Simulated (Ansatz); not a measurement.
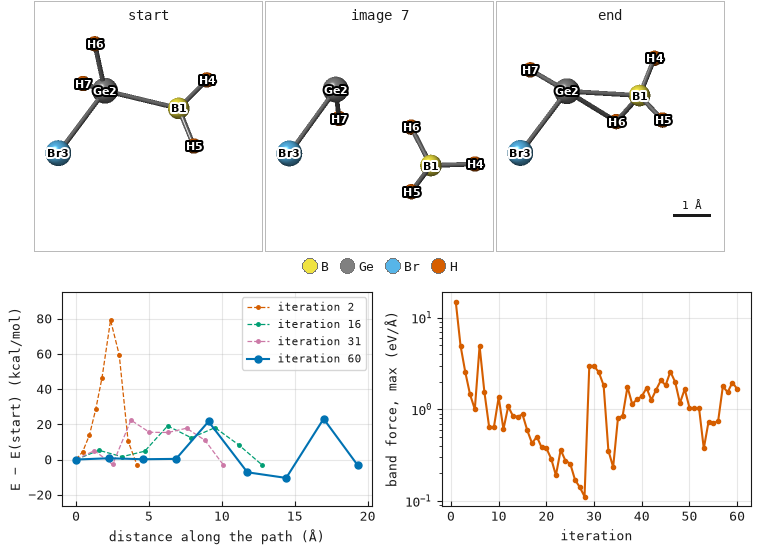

NEB run on BGeH4Br. Images are numbered from 0 (start) to 8 (end). The plot follows the band through its iterations. A ball-and-stick model, seen at a tilt.

Computed with RKS B3LYP/def2-SVP in Ansatz. Set-up: 7 movable images; climbing image; force threshold 0.05 eV/Å; iteration limit 60; starting path through a guess of the saddle point.

**How did the profile develop, and is the result final?**

The result isn't final. The band hadn't converged when the run stopped after 60 iterations. The largest component of the band force went from 15 to 1.7 eV/Å. The barrier read from it is provisional: over the last two iterations the highest image moved from 18.2 kcal/mol to 23.1 kcal/mol. The first iteration put the highest image at 133.3 kcal/mol. Relative to the start the highest point is image 7 at +23.1 kcal/mol and the end lies at −3.1 kcal/mol, but the profile dips to −10.5 kcal/mol at image 6 on the way, so there may be more than one step; on an unconverged band the side maxima are provisional.

The run took 13 min on 2 threads of Arm Neoverse V2, with other jobs on the host, peak memory 0.25 GiB.
